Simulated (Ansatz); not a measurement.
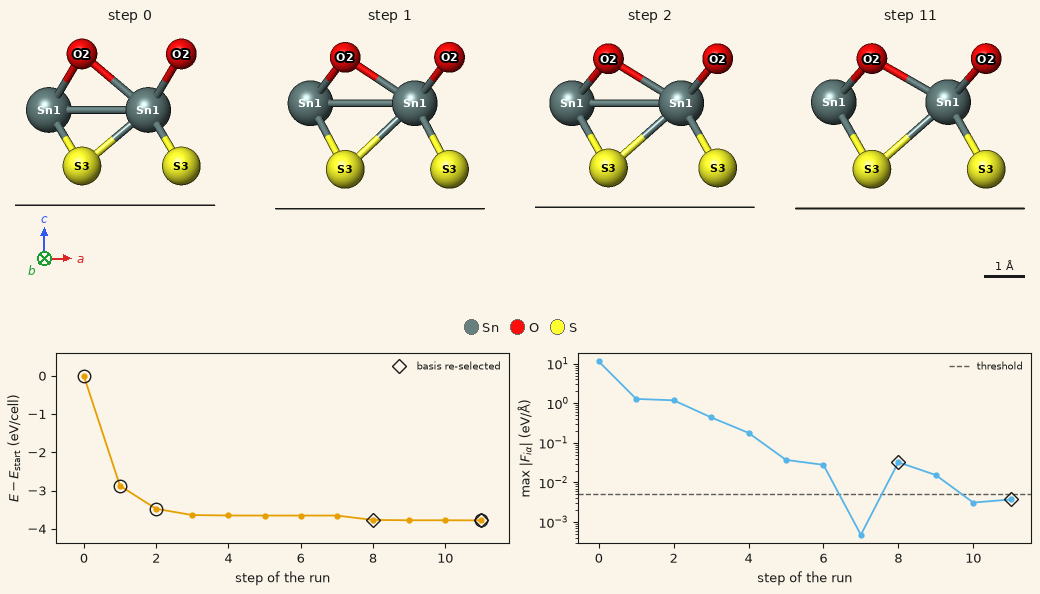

Frames of a relaxation of a slab of composition SnSO, marked on the history of the run. The picture is a ball-and-stick view of the 2 × 3 repeat of the cell, outlined in the plane, without the vacuum, seen along the b axis.

All numbers below come from DFT, PBE, plane waves, PAW in Ansatz 0.2.0. Set-up: plane-wave cutoff 420 eV; k-point mesh 12 × 12 × 1; occupations fermi dirac; smearing width 0.02 eV; no spin polarisation; cell and atoms relaxed; force threshold 0.005 eV/Å.

### What happens along the run?

The atom that moves furthest relative to the cell and the layer's centre is Sn1 (0.20 Å along the normal (+c)). Largest moves by element: Sn 0.20 Å, O 0.12 Å, S 0.08 Å. In the plane the drawn cell goes a 5.845 → 6.721 Å (+15.0 %), b 8.767 → 10.082 Å (+15.0 %). Among the contacts that change: Sn1–Sn1 2.922 → 3.361 Å, S3–S3 2.922 → 3.361 Å, Sn1–S3 2.210 → 2.586 Å, Sn1–O2 2.210 → 2.234 Å. Bond angles that change, for instance: O2–Sn1–O2 82.8° → 97.5°, Sn1–O2–Sn1 82.8° → 97.5°, O2–Sn1–S3 80.4° → 71.1°. After 9 accepted moves (11 points after the start) the energy has fallen by 3.777 eV per cell of the calculation. Largest force component: 11 eV/Å at the start, 0.0037 eV/Å at the end. The SCF was repeated twice at an unchanged geometry on a basis and grid sized afresh for the cell, which shifted the energy by 0.115 eV per cell of the calculation at most. The program noted that it reset the height of the cell. From step 0 to 1: Sn1 moves most (0.17 Å), energy −2.874 eV per cell of the calculation. From step 1 to 2: O and S atoms move most (0.04 Å), energy −0.601 eV per cell of the calculation. From step 2 to 11: S3 moves most (0.03 Å), energy −0.302 eV per cell of the calculation.

| step | E − E(0), meV/atom | largest force component, eV/Å | note |
| --- | --- | --- | --- |
| 0 | 0.00 | 11.4506 |  |
| 1 | -958.10 | 1.2922 |  |
| 2 | -1158.39 | 1.1909 |  |
| 3 | -1212.76 | 0.4416 |  |
| 4 | -1216.67 | 0.1792 |  |
| 5 | -1217.06 | 0.0372 |  |
| 6 | -1217.11 | 0.0279 |  |
| 7 | -1217.10 | 0.0005 |  |
| 8 | -1255.45 | 0.0324 | same geometry, new basis |
| 9 | -1258.14 | 0.0154 |  |
| 10 | -1258.12 | 0.0031 |  |
| 11 | -1258.95 | 0.0037 | same geometry, new basis |
